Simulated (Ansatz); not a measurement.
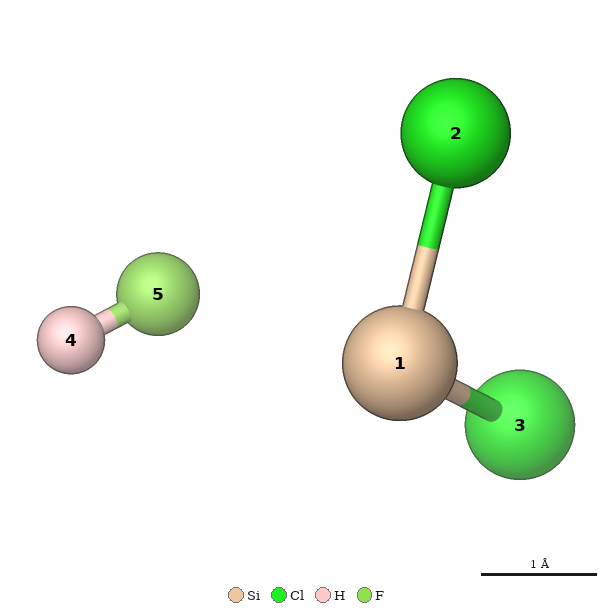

Orthographic view. Depth is shown by fading: the farther an atom, the more it takes the colour of the background. The computed geometry is a stationary point of PBE0-D4/def2-TZVP, a saddle point of order 1.

List all interatomic distances (Å) as a matrix.

```
atom   Si1   Cl2   Cl3    H4    F5
 Si1  0.00                        
 Cl2  2.08  0.00                  
 Cl3  2.08  3.22  0.00            
  H4  3.11  4.05  4.05  0.00      
  F5  2.65  3.38  3.38  0.92  0.00
```
